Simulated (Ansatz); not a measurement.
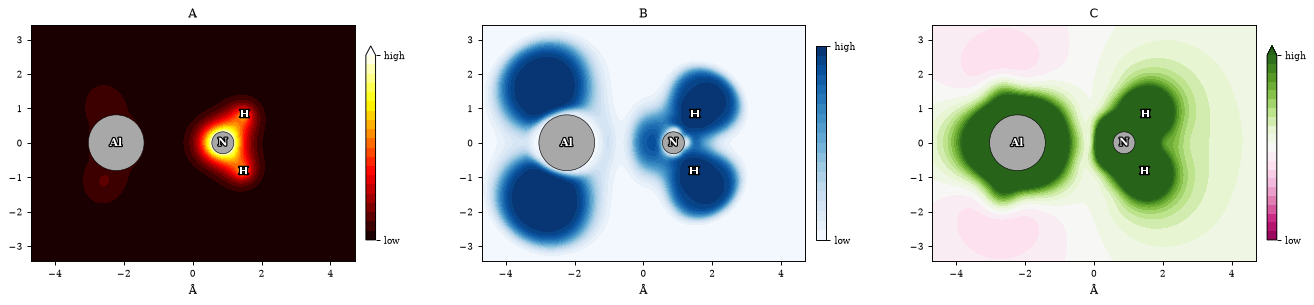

AlH₃···NH₃: 3 fields on the plane of atoms H3, N2 and H4, with unlabelled colour scales. Grey discs cover the atomic cores.

Not at a stationary point (largest force 0.9 eV/Å).

Method: RKS revPBE-D4/def2-SVP (Ansatz 0.2.0).

Which field does each panel show? The fields are: electron density, electron localisation function and electrostatic potential.

Panel A: electron density. Panel B: electron localisation function. Panel C: electrostatic potential (strongly positive close to the atoms, with negative regions outside electron-rich atoms). From the grid: N–H (1.03 Å): ρ is about 2.7 e/Å³ halfway; the ELF climbs to about 1 towards the hydrogen, as it does in any bond to H: an ordinary covalent bond to hydrogen.
